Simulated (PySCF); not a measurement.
# CH4BS (SMILES C[B]S): levels of theory compared

Aim: a comparison of 4 runs (RPA@BHLYP/TZP, NEVPT2(3,3)/def2-SVP, TDA-PBE50/pcSseg-1) of CH4BS. 

The calculation is run with PySCF 2.14.0.

1 further run of the same task is left out (set aside as unsound or not needed).

## 1. Starting point

The species is CH4BS (7 atoms), meant as a doublet with charge 0. As SMILES, `C[B]S`. The shape is that of a PBE0-D4/def2-TZVP optimisation. This is one conformer, not always the lowest.

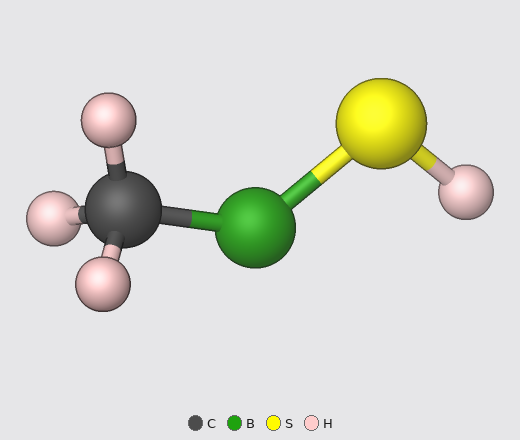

Viewed from a chosen angle; carbon dark grey, boron green, sulfur yellow, hydrogen pink.

## 2. The energy at RPA@BHLYP/TZP (density fitting with def2-universal-jkfit) (run 1)

run.py

```python
from pyscf import gto, dft
from pyscf.gw.urpa import URPA

mol = gto.M(
    atom='''
C     -1.657668     0.858881    -0.302923
B      0.395898    -1.079978     0.455235
S      3.690446    -0.813338     0.100911
H     -2.985389    -0.013984    -1.629133
H     -0.931446     2.597618    -1.160103
H     -2.780732     1.372508     1.357579
H      4.384732    -3.050018     1.091884
''',
    spin=1,
    basis='tzp',
    symmetry=True,
    max_memory=1860,
    unit='bohr',
    verbose=4,
)

ks = dft.UKS(mol)
ks.xc = 'bhandhlyp'
ks = ks.density_fit(auxbasis='def2-universal-jkfit')
ks.max_cycle = 100
ks.kernel()
if not ks.converged:
    ks = ks.newton().run(ks.mo_coeff, ks.mo_occ)

rpa = URPA(ks, frozen=7)
rpa.kernel()
e_exx = ks.to_hf().energy_tot(ks.make_rdm1())
e_final = e_exx + rpa.e_corr
print('E(%s) = %.9f' % ('BHLYP', e_final))
```

Launch:

```bash
OMP_NUM_THREADS=1 python run.py
```

Log:

```text
PySCF version 2.14.0

[... 63 lines left out ...]
WARN: HOMO -0.129350148329504 >= LUMO -0.129350148329503
[... 46 lines left out ...]
converged SCF energy = -463.510612610253  <S^2> = 0.75347122  2S+1 = 2.0034682
[... 1 line left out ...]
******** <class 'pyscf.gw.urpa.URPA'> ********
nocc = (np.int64(9), np.int64(8)), nmo = (151, 151)
frozen orbitals 7
Lowest orbital energy difference: ( 2.5052e-01,  3.2807e-01)
E(URPA) = -463.044319373583  E_corr = -0.631562149134021  E_hf = -462.412757224449
E(BHLYP) = -463.044319374
```

Run time: 19 s. Hardware: 1 thread of Intel Xeon Platinum 8259CL at 2.50GHz (Skylake/Cascade Lake), shared host; peak memory 0.58 GiB.

## 3. A single-point energy at NEVPT2(3,3)/def2-SVP (density fitting with def2-universal-jkfit) (run 2)

job.py

```python
from pyscf import gto, scf, mcscf, mrpt

mol = gto.M(
    atom='''
C     -1.657668     0.858881    -0.302923
B      0.395898    -1.079978     0.455235
S      3.690446    -0.813338     0.100911
H     -2.985389    -0.013984    -1.629133
H     -0.931446     2.597618    -1.160103
H     -2.780732     1.372508     1.357579
H      4.384732    -3.050018     1.091884
''',
    charge=0,
    unit='bohr',
    spin=1,
    max_memory=1860,
    verbose=3,
    basis='def2-svp',
)

hf = scf.ROHF(mol)
hf = hf.density_fit(auxbasis='def2-universal-jkfit')
hf.diis_start_cycle = 3
hf.max_cycle = 100
hf.damp = 0.6
hf = hf.newton()
hf.kernel()

cas = mcscf.CASSCF(hf, 3, 3)
cas.fix_spin_(ss=0.75)
cas.natorb = True
cas.kernel()
e_pt2 = mrpt.NEVPT(cas).kernel()
e_tot = cas.e_tot + e_pt2
print('E = %.10f Eh' % e_tot)
```

Launch:

```bash
OMP_NUM_THREADS=1 python job.py
```

Log:

```text
converged SCF energy = -462.21484563875
CASSCF energy = -462.221429774916
CASCI E = -462.221429774916  E(CI) = -2.09750350601593  S^2 = 0.7500000
Sr    (-1)',   E = -0.00166630447045
Si    (+1)',   E = -0.00104179333752
Sijrs (0)  ,   E = -0.24096771642284
Sijr  (+1) ,   E = -0.01580007551239
Srsi  (-1) ,   E = -0.05311986287110
Srs   (-2) ,   E = -0.00969574492586
Sij   (+2) ,   E = -0.00144660070435
Sir   (0)' ,   E = -0.02676199705800
Nevpt2 Energy = -0.350500095302494
E = -462.5719298702 Eh
```

Wall time 5.7 s (1 thread of Intel Xeon Platinum 8259CL at 2.50GHz (Skylake/Cascade Lake), shared host); peak memory 0.16 GiB.

Run 3 isn't shown in full; the table further down has it.

## 4. The excited states at TDA-PBE50/pcSseg-1 (density fitting with cc-pvqz-jkfit) (run 4)

calc.py

```python
# C[B]S
from pyscf import gto, dft, tdscf

mol = gto.M(
    atom='''
C
B 1 1.547435
S 2 1.759122 1 127.96398
H 1 1.095227 2 109.69504 3 122.05833
H 1 1.095456 4 108.29735 2 125.86363
H 1 1.095071 4 105.70575 5 115.89485
H 3 1.345692 2 99.11953 1 -179.98513
''',
    verbose=4,
    spin=1,
    symmetry=True,
    charge=0,
    basis='pcsseg-1',
    max_memory=1860,
)

mf = dft.UKS(mol, xc='pbe50')
mf = mf.density_fit(auxbasis='cc-pvqz-jkfit')
mf.kernel()

energy = mf.e_tot
print('Final energy', energy)

td = tdscf.TDA(mf)
td.nstates = 3
td.kernel()
td.analyze()
roots = td.e * 27.211386
osc = td.oscillator_strength()
print('state   eV      nm      f')
for i, (w, f) in enumerate(zip(roots, osc), 1):
    print('%3d %9.4f %8.1f %9.5f' % (i, w, 1239.842 / w, f))
```

Launch:

```bash
OMP_NUM_THREADS=1 python calc.py
```

Log:

```text
PySCF version 2.14.0

[... 111 lines left out ...]
converged SCF energy = -463.309948614031  <S^2> = 0.75380458  2S+1 = 2.003801
Final energy -463.3099486140307
[... 21 lines left out ...]
** Transition electric dipole moments (AU) **
[... 5 lines left out ...]
** Transition velocity dipole moments (imaginary part, AU) **
state          X           Y           Z        Dip. S.      Osc.
  1        -0.0000     -0.0039     -0.0000      0.0000      0.0001
  2         0.0353      0.0000      0.0036      0.0013      0.0043
  3        -0.0149      0.0000      0.0067      0.0003      0.0009

** Transition magnetic dipole moments (imaginary part, AU) **
state          X           Y           Z
  1        -0.8575     -0.0001     -0.3986
  2         0.0001     -0.4074     -0.0000
  3         0.0000      0.0274      0.0001
state   eV      nm      f
  1    2.4996    496.0   0.00671
  2    5.2933    234.2   0.01303
  3    5.5965    221.5   0.00664
```

It took 2.1 min on 1 thread of Intel Xeon Platinum 8259CL at 2.50GHz (Skylake/Cascade Lake), shared host; peak memory 0.48 GiB.

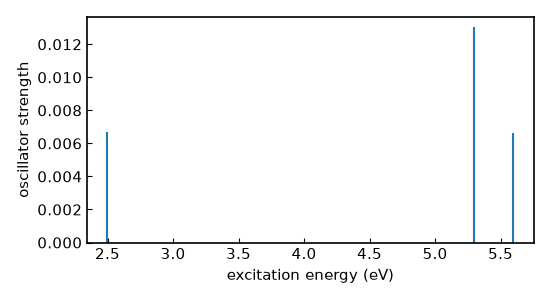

Vertical excitations as sticks.

The roots found:

```csv
excited state,energy (eV),strength
1,2.500,0.0067
2,5.293,0.0130
3,5.596,0.0066
```

## 5. All runs side by side

```csv
run,level,frozen core orbitals,integration grid,energy (Eh),dipole moment (D) of the reference,HOMO energy (eV),LUMO energy (eV),wall time
1,RPA@BHLYP/TZP (density fitting with def2-universal-jkfit),7,3,-463.044319,0.32,-6.55,-0.34,19 s
2,"NEVPT2(3,3)/def2-SVP (density fitting with def2-universal-jkfit)",–,–,-462.571930,0.41,–,–,5.7 s
3,TDA-PBE50/pcSseg-1,–,3,-463.309940,0.45,-6.80,-0.13,2 min
4,TDA-PBE50/pcSseg-1 (density fitting with cc-pvqz-jkfit),–,3,-463.309949,0.45,-6.80,-0.13,2.1 min
```

## 6. What came out

```
                                                            quantity          value
                            run 4: ground-state or mean-field energy  -463.30995 Eh
                      run 4: dipole moment (PBE50 Kohn–Sham density)         0.45 D
run 4: HOMO energy (PBE50 Kohn–Sham orbitals) (highest over α and β)       -6.80 eV
 run 4: LUMO energy (PBE50 Kohn–Sham orbitals) (lowest over α and β)       -0.13 eV
                            run 4: ⟨S²⟩ of the reference determinant          0.754
                                     run 4: lowest excitation energy        2.50 eV
```

All runs together took 4.5 min, the longest 2.1 min.
